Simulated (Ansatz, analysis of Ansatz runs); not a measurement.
## Li2SnF6 (P-31m), nudged elastic band: H transfer from F to F (q = 0)

Aim: the barrier of one jump in Li2SnF6 (P-31m) at charge 0: H transfer from F to F. The model is a cell of 72 host atoms with 1 H put in; H is the atom that moves.

Calculated with Ansatz 0.2.0; plane-wave PAW DFT, PBEsol; relaxation of all atoms of a defect supercell.

### 1. The structure

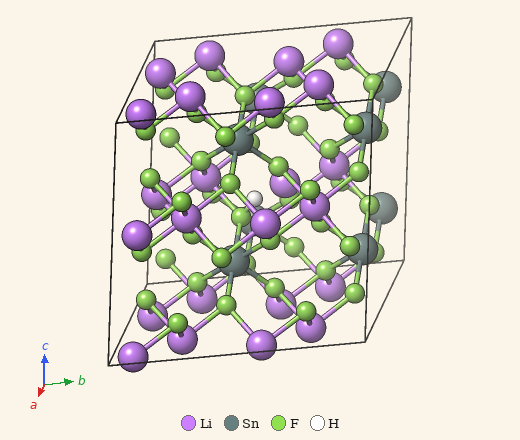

The cell as given, slightly off an axis (lithium purple, tin teal, fluorine green, hydrogen white). Some periodic images of atoms are drawn too.

The cell holds 73 atoms: 16 Li, 8 Sn, 48 F and 1 H. Cell: a = 9.926 Å, b = 9.926 Å, c = 9.129 Å, α = 90.0°, β = 90.0°, γ = 120.0°. It derives from Li2SnF6 (space group P-31m). Nearest the centre at fractional (0.418, 0.582, 0.750): H73 at 0.40 Å, F33 at 1.39 Å, F72 at 1.39 Å, Li28 at 1.45 Å, F14 at 2.43 Å, F67 at 2.43 Å, Li65 at 2.48 Å, Li11 at 2.48 Å.

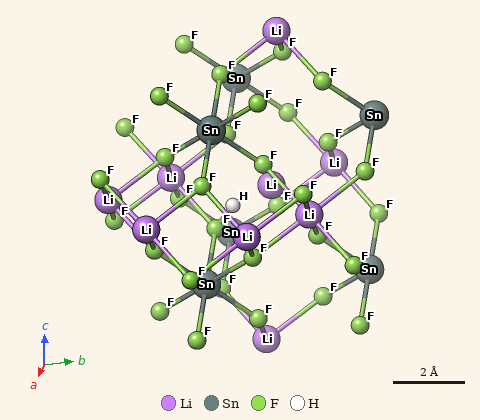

The atoms within 5 Å of the centre.

The cell's shortest repeat is 9.1 Å.

### 2. Relaxation of the start point, charge 0

A barrier is counted from a minimum, so both ends are relaxed first. Small random displacements break the symmetry of the ideal sites, so that the defect can distort if it gains by it. The cell holds an odd number of electrons, so the run is spin-polarised with the moment held at 1 μB.

q0_M1.start/input.yaml reads:

```yaml
crystal:
  lattice:
    - [9.92600377, 6.0e-08, 0.0]
    - [-4.96300194, 8.5961714, 0.0]
    - [0.0, 0.0, 9.1294056]
  atoms:
    - { symbol: Li, position: [0.33333333, 0.16666667, 0.25] }
    - { symbol: Li, position: [0.16666667, 0.33333333, 0.25] }
    - { symbol: Sn, position: [0.0, 0.0, 0.0] }
    - { symbol: F, position: [0.16302591, 0.16302591, 0.12665251] }
    - { symbol: F, position: [0.33697409, 0.33697409, 0.37334749] }
    - { symbol: F, position: [0.33697409, 0.0, 0.12665251] }
    - { symbol: F, position: [0.16302591, 0.0, 0.37334749] }
    - { symbol: F, position: [0.0, 0.33697409, 0.12665251] }
    - { symbol: F, position: [0.0, 0.16302591, 0.37334749] }
    - { symbol: Li, position: [0.33333333, 0.16666667, 0.75] }
    - { symbol: Li, position: [0.16666667, 0.33333333, 0.75] }
    - { symbol: Sn, position: [0.0, 0.0, 0.5] }
    - { symbol: F, position: [0.16302591, 0.16302591, 0.62665251] }
    - { symbol: F, position: [0.33697409, 0.33697409, 0.87334749] }
    - { symbol: F, position: [0.33697409, 0.0, 0.62665251] }
    - { symbol: F, position: [0.16302591, 0.0, 0.87334749] }
    - { symbol: F, position: [0.0, 0.33697409, 0.62665251] }
    - { symbol: F, position: [0.0, 0.16302591, 0.87334749] }
    - { symbol: Li, position: [0.33333333, 0.66666667, 0.25] }
    - { symbol: Li, position: [0.16666667, 0.83333333, 0.25] }
    - { symbol: Sn, position: [0.0, 0.5, 0.0] }
    - { symbol: F, position: [0.16302591, 0.66302591, 0.12665251] }
    - { symbol: F, position: [0.33697409, 0.83697409, 0.37334749] }
    - { symbol: F, position: [0.33697409, 0.5, 0.12665251] }
    - { symbol: F, position: [0.16302591, 0.5, 0.37334749] }
    - { symbol: F, position: [0.0, 0.83697409, 0.12665251] }
    - { symbol: F, position: [0.0, 0.66302591, 0.37334749] }
    - { symbol: Li, position: [0.33333333, 0.66666667, 0.75] }
    - { symbol: Li, position: [0.16666667, 0.83333333, 0.75] }
    - { symbol: Sn, position: [0.0, 0.5, 0.5] }
    - { symbol: F, position: [0.16302591, 0.66302591, 0.62665251] }
    - { symbol: F, position: [0.33697409, 0.83697409, 0.87334749] }
    - { symbol: F, position: [0.33697409, 0.5, 0.62665251] }
    - { symbol: F, position: [0.16302591, 0.5, 0.87334749] }
    - { symbol: F, position: [0.0, 0.83697409, 0.62665251] }
    - { symbol: F, position: [0.0, 0.66302591, 0.87334749] }
    - { symbol: Li, position: [0.83333333, 0.16666667, 0.25] }
    - { symbol: Li, position: [0.66666667, 0.33333333, 0.25] }
    - { symbol: Sn, position: [0.5, 0.0, 0.0] }
    - { symbol: F, position: [0.66302591, 0.16302591, 0.12665251] }
    - { symbol: F, position: [0.83697409, 0.33697409, 0.37334749] }
    - { symbol: F, position: [0.83697409, 0.0, 0.12665251] }
    - { symbol: F, position: [0.66302591, 0.0, 0.37334749] }
    - { symbol: F, position: [0.5, 0.33697409, 0.12665251] }
    - { symbol: F, position: [0.5, 0.16302591, 0.37334749] }
    - { symbol: Li, position: [0.83333333, 0.16666667, 0.75] }
    - { symbol: Li, position: [0.66666667, 0.33333333, 0.75] }
    - { symbol: Sn, position: [0.5, 0.0, 0.5] }
    - { symbol: F, position: [0.66302591, 0.16302591, 0.62665251] }
    - { symbol: F, position: [0.83697409, 0.33697409, 0.87334749] }
    - { symbol: F, position: [0.83697409, 0.0, 0.62665251] }
    - { symbol: F, position: [0.66302591, 0.0, 0.87334749] }
    - { symbol: F, position: [0.5, 0.33697409, 0.62665251] }
    - { symbol: F, position: [0.5, 0.16302591, 0.87334749] }
    - { symbol: Li, position: [0.83333333, 0.66666667, 0.25] }
    - { symbol: Li, position: [0.66666667, 0.83333333, 0.25] }
    - { symbol: Sn, position: [0.5, 0.5, 0.0] }
    - { symbol: F, position: [0.66302591, 0.66302591, 0.12665251] }
    - { symbol: F, position: [0.83697409, 0.83697409, 0.37334749] }
    - { symbol: F, position: [0.83697409, 0.5, 0.12665251] }
    - { symbol: F, position: [0.66302591, 0.5, 0.37334749] }
    - { symbol: F, position: [0.5, 0.83697409, 0.12665251] }
    - { symbol: F, position: [0.5, 0.66302591, 0.37334749] }
    - { symbol: Li, position: [0.83333333, 0.66666667, 0.75] }
    - { symbol: Li, position: [0.66666667, 0.83333333, 0.75] }
    - { symbol: Sn, position: [0.5, 0.5, 0.5] }
    - { symbol: F, position: [0.66302591, 0.66302591, 0.62665251] }
    - { symbol: F, position: [0.83697409, 0.83697409, 0.87334749] }
    - { symbol: F, position: [0.83697409, 0.5, 0.62665251] }
    - { symbol: F, position: [0.66302591, 0.5, 0.87334749] }
    - { symbol: F, position: [0.5, 0.83697409, 0.62665251] }
    - { symbol: F, position: [0.5, 0.66302591, 0.87334749] }
    - { symbol: H, position: [0.394126, 0.558671, 0.714863] }
basis:
  ecutwfc: 420
  xc_grid: 2
hamiltonian:
  xc: pbesol
kpoints:
  mp_grid: { grid: [1, 1, 1], shift: [0.25, 0.25, 0.25] }
magnetization:
  spin_polarized: true
  initial_magnetization: 1
  spin_locking: { lock_magnetization: hard }
scf:
  occupations: { method: fixed }
  max_iter: 100
output:
  forces: true
relax:
  f_tol: 0.02
  max_steps: 70
  random_displacement: { amplitude: 0.03, seed: 9147 }
```

Launch:

```
$ ansatz run input.yaml --threads 4 --pin off --max-ram 14131MiB --backend cpu --events-out ev --progress --plain --runs-dir out
```

Numbers of over 12 decimals in the logs are rounded to 6 here.

Output:

```text
[... repeated set-up lines and file paths are left out, and long positions are rounded to six places ...]
The last accepted step is kept in <dir> (removed where the run ends without a failure and the disk answers)
Engine: ansatz 0.2.0, aarch64-unknown-linux-gnu
Pseudopotentials: kind: paw
Pseudopotential: Li, paw, valence charge 3, recommended cutoff 420 eV (normal), Li.paw.azcp
Pseudopotential: Sn, paw, valence charge 14, recommended cutoff 420 eV (normal), Sn.paw.azcp
Pseudopotential: F, paw, valence charge 7, recommended cutoff 420 eV (normal), F.paw.azcp
Pseudopotential: H, paw, valence charge 1, recommended cutoff 420 eV (normal), H.paw.azcp
Functional definition: PBEsol
  exchange = pbesol_x
  correlation = pbesol_c
Crystal: 73 atoms, lattice volume = 778.972 Å³
Basis set: ecut = 420 eV, 15259 PW (Γ), exchange–correlation on 144×144×128 points (8 copies of the dense FFT grid, shifted against one another)
Bands: 322, of which v1, the nominal top of the filled ones, is band 249 counted from 1 (248 counted from 0)
Symmetry: 1 space group operations
k-points: 1
Non-local potential: Li, projectors of the file, l = 0: 3, l = 1: 2, l = 2: 1
Non-local potential: Sn, projectors of the file, l = 0: 2, l = 1: 2, l = 2: 2, l = 3: 2
Non-local potential: F, projectors of the file, l = 0: 2, l = 1: 2, l = 2: 1
Non-local potential: H, projectors of the file, l = 0: 2, l = 1: 1
PAW form: soft (Blöchl's): semilocal exchange-correlation on the pseudo side does not see the compensation charge
PAW frozen core: Sn, regenerated for the run's functional, and the local potential with it (the file was generated under x = pbe(κ = 0.804, μ = 0.219515), c = pbe(β = 0.066725))
PAW frozen core: F, regenerated for the run's functional, and the local potential with it (the file was generated under x = pbe(κ = 0.804, μ = 0.219515), c = pbe(β = 0.066725))
PAW one-centre angular grid: Li, 110 points (default); XC on 64 Gauss nodes
PAW one-centre angular grid: Sn, 590 points (default); XC on 64 Gauss nodes
PAW one-centre angular grid: F, 110 points (default); XC on 64 Gauss nodes
PAW one-centre angular grid: H, 110 points (default); XC on 64 Gauss nodes
Initial density: superposition of atomic densities (chi_scale 0.1, normalization cell, long waves kept (reshape's long-wave potential 0.14 eV rms))
Starting moments: Σ|m| = 1 μB on 73 of 73 sites
Initial wavefunctions: pseudopotential atomic-orbital guess
Functional: x = pbesol(κ = 0.804, μ = 0.123457), c = pbesol(β = 0.046)
SCF iter   1: F=—  HF=-89362.481876 eV  |F-HF|=—  |Δ(HF+E_count)|=         —  Δρ=4.63e-2 (↑4.43e-2 ↓4.63e-2)  dr2=4.45e1  dr2_m=3.69e-2  M=1.000 μB ∫|m|=1.050 μB  β_m=0.30  ethr=3.10e-3  ⟨swp⟩=4.0  Hψ=2290  notcnv=0  defer=138
preconditioner: auto → Resta (q_TF=auto, 2.531 Å⁻¹)  ε∞=3.1  [insulator: Δε(μ)=0.265 eV  Ē_g=18.019 eV  n_scr=210 (ndim 8)  ℏωp=26.0 eV  f_vac=0.006  ε∞_Penn≈3.1]
spin=Collinear: Resta preconditioning applied to the charge; magnetization (m = ρ↑ − ρ↓) channel mixes plain (no charge-response kernel on spin).
SCF iter   2: F=—  HF=-89351.168461 eV  |F-HF|=—  |Δ(HF+E_count)|=    1.13e1  Δρ=2.95e-2 (↑2.80e-2 ↓2.95e-2)  dr2=1.89e1  dr2_m=3.01e-2  M=1.000 μB ∫|m|=1.059 μB  β_m=0.55  ethr=3.10e-3  ⟨swp⟩=2.0  Hψ=1142  notcnv=0  defer=132
SCF iter   3: F=—  HF=-89342.943705 eV  |F-HF|=—  |Δ(HF+E_count)|=    8.22e0  Δρ=6.56e-3 (↑6.44e-3 ↓6.56e-3)  dr2=1.24e0  dr2_m=1.60e-3  M=1.000 μB ∫|m|=1.081 μB  β_m=0.59  ethr=3.10e-3  ⟨swp⟩=2.5  Hψ=1064  notcnv=0  defer=139
SCF iter   4: F=—  HF=-89342.479163 eV  |F-HF|=—  |Δ(HF+E_count)|=   4.65e-1  Δρ=2.16e-3 (↑2.16e-3 ↓1.81e-3)  dr2=1.46e-1  dr2_m=2.40e-3  M=1.000 μB ∫|m|=1.083 μB  β_m=0.68  ethr=2.49e-4  ⟨swp⟩=2.0  Hψ=1044  notcnv=0  defer=137
SCF iter   5: F=—  HF=-89342.487192 eV  |F-HF|=—  |Δ(HF+E_count)|=   8.03e-3  Δρ=1.56e-3 (↑1.56e-3 ↓8.69e-4)  dr2=4.29e-2  dr2_m=2.10e-3  M=1.000 μB ∫|m|=1.085 μB  β_m=0.65  ethr=2.93e-5  ⟨swp⟩=2.0  Hψ=983  notcnv=0  defer=143
SCF iter   6: F=—  HF=-89342.487337 eV  |F-HF|=—  |Δ(HF+E_count)|=   1.45e-4  Δρ=5.38e-4 (↑5.38e-4 ↓3.99e-4)  dr2=6.62e-3  dr2_m=1.48e-4  M=1.000 μB ∫|m|=1.085 μB  β_m=0.72  ethr=8.64e-6  ⟨swp⟩=2.0  Hψ=962  notcnv=0  defer=143
SCF iter   7: F=—  HF=-89342.489428 eV  |F-HF|=—  |Δ(HF+E_count)|=   2.09e-3  Δρ=1.27e-4 (↑1.27e-4 ↓1.27e-4)  dr2=4.80e-4  dr2_m=1.74e-6  M=1.000 μB ∫|m|=1.085 μB  β_m=0.75  ethr=1.33e-6  ⟨swp⟩=2.0  Hψ=1123  notcnv=0  defer=143
SCF iter   8: F=—  HF=-89342.489768 eV  |F-HF|=—  |Δ(HF+E_count)|=   3.40e-4  Δρ=6.43e-5 (↑6.43e-5 ↓6.08e-5)  dr2=8.35e-5  dr2_m=2.85e-7  M=1.000 μB ∫|m|=1.085 μB  β_m=0.69  ethr=9.65e-8  ⟨swp⟩=2.0  Hψ=979  notcnv=0  defer=143
SCF iter   9: F=-89342.489808 eV  HF=-89342.489803 eV  |F-HF|=4.71e-6  |Δ(HF+E_count)|=   3.55e-5  Δρ=1.26e-5 (↑1.26e-5 ↓1.22e-5)  dr2=3.65e-6  dr2_m=1.37e-8  M=1.000 μB ∫|m|=1.085 μB  ethr=2.01e-9  ⟨swp⟩=3.0  Hψ=1921  notcnv=0
SCF 1 converged in 9 iterations: F = -89342.489808 eV  dr2 = 3.65e-6
  greatest PAW one-centre occupation: 1.000 electrons in one spin orbital (limit 2), on the Li atom at site 27 (counted from 0), in its partial waves of l = 0
relax step   1: F+E_penalty+E_count = -89342.48980794 eV  Δ(F+E_penalty+E_count) = +0.000e0 eV  max|allowed force component| = 3.248e0 eV/Å  Δτ_max = 0.0000 Å  (9 SCF iters, dr2 threshold 1.00e-5 eV, accepted)
[... the SCF cycles and remarks between the steps are left out from here to the last step ...]
relax step   2: F+E_penalty+E_count = -89344.19469395 eV  Δ(F+E_penalty+E_count) = -1.705e0 eV  max|allowed force component| = 1.370e0 eV/Å  Δτ_max = 0.1506 Å  (8 SCF iters, dr2 threshold 1.00e-4 eV, accepted)
relax step   3: F+E_penalty+E_count = -89345.00391886 eV  Δ(F+E_penalty+E_count) = -8.092e-1 eV  max|allowed force component| = 8.493e-1 eV/Å  Δτ_max = 0.1981 Å  (7 SCF iters, dr2 threshold 1.00e-4 eV, accepted)
relax step   4: F+E_penalty+E_count = -89345.17787809 eV  Δ(F+E_penalty+E_count) = -1.740e-1 eV  max|allowed force component| = 3.790e-1 eV/Å  Δτ_max = 0.0730 Å  (5 SCF iters, dr2 threshold 1.00e-4 eV, accepted)
relax step   5: F+E_penalty+E_count = -89345.22953414 eV  Δ(F+E_penalty+E_count) = -5.166e-2 eV  max|allowed force component| = 2.019e-1 eV/Å  Δτ_max = 0.0412 Å  (5 SCF iters, dr2 threshold 2.86e-5 eV, accepted)
relax step   6: F+E_penalty+E_count = -89345.24571813 eV  Δ(F+E_penalty+E_count) = -1.618e-2 eV  max|allowed force component| = 7.183e-2 eV/Å  Δτ_max = 0.0338 Å  (5 SCF iters, dr2 threshold 8.12e-6 eV, accepted)
relax step   7: F+E_penalty+E_count = -89345.25290269 eV  Δ(F+E_penalty+E_count) = -7.185e-3 eV  max|allowed force component| = 1.172e-1 eV/Å  Δτ_max = 0.0373 Å  (7 SCF iters, dr2 threshold 6.53e-7 eV, accepted)
relax step   8: F+E_penalty+E_count = -89345.25577342 eV  Δ(F+E_penalty+E_count) = -2.871e-3 eV  max|allowed force component| = 7.471e-2 eV/Å  Δτ_max = 0.0325 Å  (6 SCF iters, dr2 threshold 1.74e-6 eV, accepted)
relax step   9: F+E_penalty+E_count = -89345.24759764 eV  Δ(F+E_penalty+E_count) = +8.176e-3 eV  max|allowed force component| = 1.470e-1 eV/Å  Δτ_max = 0.0324 Å  (6 SCF iters, dr2 threshold 2.27e-6 eV, rejected (line search))
relax step  10: F+E_penalty+E_count = -89345.25668249 eV  Δ(F+E_penalty+E_count) = -9.091e-4 eV  max|allowed force component| = 2.401e-2 eV/Å  Δτ_max = 0.0157 Å  (8 SCF iters, accepted)
relax step  11: F+E_penalty+E_count = -89345.25306576 eV  Δ(F+E_penalty+E_count) = +3.617e-3 eV  max|allowed force component| = 7.658e-2 eV/Å  Δτ_max = 0.0116 Å  (7 SCF iters, rejected (line search))
SCF iter   1: F=—  HF=-89345.257580 eV  |F-HF|=—  |Δ(HF+E_count)|=         —  Δρ=5.17e-4 (↑5.00e-4 ↓5.17e-4)  dr2=2.55e-3  dr2_m=1.64e-5  M=1.000 μB ∫|m|=1.104 μB  β_m=0.30  ethr=7.14e-6  ⟨swp⟩=3.0  Hψ=1153  notcnv=0  defer=143
SCF iter   2: F=—  HF=-89345.257207 eV  |F-HF|=—  |Δ(HF+E_count)|=   3.73e-4  Δρ=3.45e-4 (↑3.32e-4 ↓3.45e-4)  dr2=1.06e-3  dr2_m=8.20e-6  M=1.000 μB ∫|m|=1.104 μB  β_m=0.55  ethr=5.12e-7  ⟨swp⟩=2.0  Hψ=805  notcnv=0  defer=143
SCF iter   3: F=—  HF=-89345.257084 eV  |F-HF|=—  |Δ(HF+E_count)|=   1.23e-4  Δρ=6.40e-5 (↑6.00e-5 ↓6.40e-5)  dr2=5.11e-5  dr2_m=4.45e-7  M=1.000 μB ∫|m|=1.104 μB  β_m=0.59  ethr=2.12e-7  ⟨swp⟩=2.0  Hψ=881  notcnv=0  defer=132
SCF iter   4: F=—  HF=-89345.256857 eV  |F-HF|=—  |Δ(HF+E_count)|=   2.27e-4  Δρ=2.05e-5 (↑1.90e-5 ↓2.05e-5)  dr2=8.60e-6  dr2_m=5.37e-8  M=1.000 μB ∫|m|=1.104 μB  β_m=0.65  ethr=1.03e-8  ⟨swp⟩=2.5  Hψ=1006  notcnv=0  defer=132
SCF iter   5: F=—  HF=-89345.256857 eV  |F-HF|=—  |Δ(HF+E_count)|=   2.77e-7  Δρ=6.81e-6 (↑6.81e-6 ↓6.47e-6)  dr2=1.10e-6  dr2_m=6.55e-9  M=1.000 μB ∫|m|=1.104 μB  β_m=0.67  ethr=1.73e-9  ⟨swp⟩=3.0  Hψ=1057  notcnv=0  defer=132
SCF iter   6: F=—  HF=-89345.256857 eV  |F-HF|=—  |Δ(HF+E_count)|=   3.79e-8  Δρ=2.98e-6 (↑2.77e-6 ↓2.98e-6)  dr2=1.56e-7  dr2_m=1.04e-9  M=1.000 μB ∫|m|=1.104 μB  β_m=0.68  ethr=2.22e-10  ⟨swp⟩=3.0  Hψ=1090  notcnv=0  defer=132
SCF iter   7: F=-89345.256857 eV  HF=-89345.256857 eV  |F-HF|=6.33e-9  |Δ(HF+E_count)|=   4.26e-8  Δρ=1.06e-6 (↑1.05e-6 ↓1.06e-6)  dr2=1.98e-8  dr2_m=9.77e-11  M=1.000 μB ∫|m|=1.104 μB  ethr=2.01e-11  ⟨swp⟩=4.0  Hψ=1908  notcnv=0
SCF 12 converged in 7 iterations: F = -89345.256857 eV  dr2 = 1.98e-8
relax step  12: F+E_penalty+E_count = -89345.25685706 eV  Δ(F+E_penalty+E_count) = -1.746e-4 eV  max|allowed force component| = 1.148e-2 eV/Å  Δτ_max = 0.0052 Å  (7 SCF iters, accepted)
SCF converged after 7 iterations
Stability checked in part: among states of this total moment the steps that led to this state did not find it unstable. No probe was made; neither looks for a lower state of another moment (fixed_total_moment; see scf.lower_state_search)
Magnetization: 1.0000 μB (249.0000 up, 248.0000 down)
Absolute magnetization: 1.0387 μB (∫|ρ↑−ρ↓|, with the PAW one-centre terms)
Spin contamination: 0.0006 ħ² per cell (⟨S²⟩ above its minimum at these occupations)
Per-site moments (μB) at R_I (Å): [(0.000804769, 0.782470), (0.000712005, 0.787498), (0.000265763, 0.815738), [... 70 left out ...]
Free energy (F): -89345.256857 eV
Harris-Foulkes:  -89345.256857 eV  (|F-HF|=6.33e-9)
Internal energy: -89345.256857 eV  (E = F + TS)
E sigma→0 (E₀):  -89345.256857 eV
Fermi energy:    6.166173 (↑ 6.166173, ↓ 2.166844) eV
--- Per-component energies (eV) ---
  E_band       = -4180.183915
  E_kinetic    = 11787.804546
  E_local      = -37311.596704  (includes V_loc(G=0)·N_el)
  E_nonlocal   = 2800.839057
  E_hartree    = 15367.111819
  E_xc         = -6960.333860
  E_vxc        = -5848.246400  (∫ρ·V_xc dr)
  E_paw        = -42234.827181  (= ΣΔE_a)
  E_vpaw       = -6343.305041  (= ΣTr[D̂ρ^β])
  E_aug_tail   = 0.098547  (compensation charges beyond the density's cutoff)
  E_ewald      = -32798.669046
  E_core_change = 4.315965  (= ΣΔE_core)
  E_smearing   = -0.000000  (= −TS)
  E_closure    = -0.000000  (closes the sum)
  Σ components = -89345.256857   (vs F -89345.256857, Δ=0.00e0)
--- Forces (eV/Å), atoms counted from 1 ---
  atom   1  Li    -0.00138949     0.00134567     0.00204611
  atom   2  Li     0.00307988     0.00027535     0.00229501
  [... 8 atoms left out ...]
  atom  11  Li     0.00190073     0.00099319     0.00066015
  [... 2 atoms left out ...]
  atom  14  F     -0.00307334    -0.00277599     0.00208284
  [... 13 atoms left out ...]
  atom  28  Li     0.00290460    -0.00065689     0.00208346
  [... 4 atoms left out ...]
  atom  33  F     -0.01147510    -0.00414797    -0.00837617
  atom  34  F      0.00032039    -0.00110119    -0.00120527
  [... 30 atoms left out ...]
  atom  65  Li     0.00114917    -0.00256309     0.00024595
  [... 1 atom left out ...]
  atom  67  F      0.00095919     0.00358162     0.00077685
  [... 3 atoms left out ...]
  atom  71  F     -0.00064051    -0.00030606    -0.00170425
  atom  72  F     -0.00041769     0.00729768     0.00524602
  atom  73  H      0.00389862     0.00317328     0.00687724
  max |Σ_I F_I| component: 3.66e-5 eV/Å
--- Relaxed structure (12 steps of the walk, 10 accepted, 0 SCFs on fresh bases) ---
  F+E_penalty+E_count = -89345.25685706 eV   max|allowed force component| = 1.148e-2 eV/Å
  atoms:
    - { symbol: Li, position: [0.329733, 0.161755, 0.253271] }
    - { symbol: Li, position: [0.167840, 0.332263, 0.251245] }
    [... 8 atoms left out ...]
    - { symbol: Li, position: [0.155150, 0.325947, 0.758293] }
    [... 2 atoms left out ...]
    - { symbol: F, position: [0.337298, 0.334298, 0.877229] }
    [... 13 atoms left out ...]
    - { symbol: Li, position: [0.309734, 0.687708, 0.746958] }
    [... 4 atoms left out ...]
    - { symbol: F, position: [0.337739, 0.515125, 0.666542] }
    - { symbol: F, position: [0.162917, 0.504863, 0.873860] }
    [... 30 atoms left out ...]
    - { symbol: Li, position: [0.673969, 0.839056, 0.738599] }
    [... 1 atom left out ...]
    - { symbol: F, position: [0.671445, 0.671225, 0.632542] }
    [... 3 atoms left out ...]
    - { symbol: F, position: [0.494474, 0.835418, 0.628966] }
    - { symbol: F, position: [0.495108, 0.645739, 0.864291] }
    - { symbol: H, position: [0.416819, 0.562123, 0.752609] }
```

It took 5.4 min on 4 threads of Arm Neoverse V1, shared host; peak memory 2.4 GiB.

[end of part 1 of 2]

[Logs are printed without paths, hosts, clocks, repeated set-up lines and the standing remarks that a program may print on its own settings, such as how far it seeks lower states.]

[Hosts, paths, dates, database ids (printed as entryN), source tags and the programs' standing remarks are cut or masked in the printed files.]
